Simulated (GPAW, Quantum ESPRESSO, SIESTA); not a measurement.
# Birch–Murnaghan line for zincblende GaAs, QE, PBE

Calculated with Quantum ESPRESSO 7.5: PBE; plane waves, GBRV 1.5 ultrasoft, 45/270 Ry; k-mesh 7×7×7. The volume is changed in steps from typed lattice constants. V0 = 23.654 Å³ an atom is where a Birch–Murnaghan fit to this level's pressures, the withheld one apart, crosses zero; rows within 2.5 % of V0 are left out, since F is ill-conditioned there. The typed cell is scaled evenly, with no relaxation, and each row is a single point.

| volume (Å³/atom) | pressure (GPa) |
| --- | --- |
| 21.863 | ? |
| 22.338 | 4.047 |
| 22.813 | 2.438 |
| 24.714 | -2.375 |
| 25.19 | -3.265 |
| 25.665 | -4.095 |

**Question.** Fit the third-order Birch–Murnaghan equation to the rows given and extrapolate to the withheld row.

Worked fit:

Take the Eulerian strain f = ½[(V0/V)^(2/3) − 1] and the normalised pressure F = P / [3f(1 + 2f)^(5/2)]. The third-order Birch–Murnaghan equation is then the line F = B0 + (3/2)B0(B′ − 4) f, so u = f and v = F.

| u = f | v = F (GPa) |
| --- | --- |
| 0.0194497 | 63.0470 |
| 0.0122140 | 62.6397 |
| -0.0144011 | 59.1395 |
| -0.0205379 | 58.8498 |
| -0.0264721 | 59.0752 |

With n = 5: mean u = -0.00594947, mean v = 60.5502, Σ(u − ū)² = 0.0016805, Σ(u − ū)(v − v̄) = 0.16837. Slope b = 0.16837 / 0.0016805 = 100.19; intercept a = v̄ − b ū = 61.146.

So B0 = 61.15 GPa and B′ = 4 + 2b/(3a) = 5.09. At the withheld volume f = 0.02695, F = 63.85 GPa, and P = 3f(1 + 2f)^(5/2) F.

Prediction at 21.863: 5.885 GPa. The run gave 5.891 GPa, so the fit is low by 0.0059 GPa (0.10 % of the value).

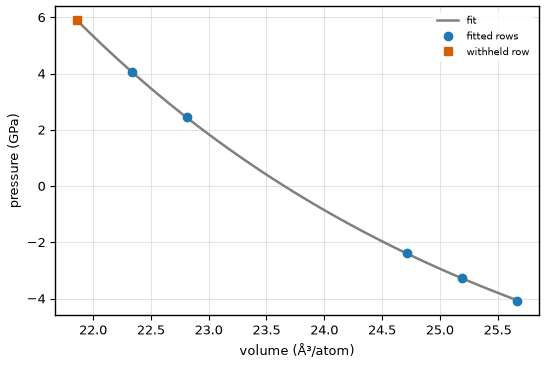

The fit, the rows that it rests on and the withheld row.

A fit to this level's energies over the whole scan gives V0 = 23.799 Å³, B0 = 59.53 GPa and B′ = 5.27. Among the rows given, the largest miss of the fit is at 25.665, by 0.040 GPa (0.40 % of the range of the table).

Limits: The nuclei are static. The DFT runs use Fermi–Dirac occupations of width 0.01 eV, and energies are free energies.

[Hosts, paths, dates, database ids (printed as entryN), source tags and the programs' standing remarks are cut or masked in the printed files.]
